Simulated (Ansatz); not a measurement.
We consider rock-salt BaS, described by PBE-D3(BJ) in Ansatz (plane waves, PAW).

Numerical settings: plane-wave cutoff 520 eV, 10×10×10 k mesh, Fermi–Dirac smearing 0.01 eV, scalar-relativistic PAW data made under PBE.

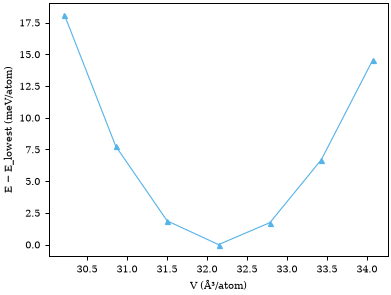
Figure: Total energy against volume

Task: From the curve, estimate the equilibrium volume and the bulk modulus.

Result: V0 ≈ 32.1 Å³/atom and B0 ≈ 45 GPa; the fit gives V0 = 32.146 Å³/atom, B0 = 44.8 GPa, B′ = 4.5.

Measured, for comparison: equilibrium volume per atom 32.60 Å³/atom (room temperature, no zero-point or thermal correction; as tabulated in Lucero et al. (2012), arXiv:1111.4515). Computed (rounded) less measured: equilibrium volume per atom -1.4 %. A static lattice is as a rule a little smaller and stiffer than an uncorrected measurement, which narrows the difference in the equilibrium volume per atom and would widen misses of the other sign.

Spin–orbit coupling is not included.

Static lattice: no zero-point or thermal effects.

Ansatz is a quantum-chemistry and plane-wave program.
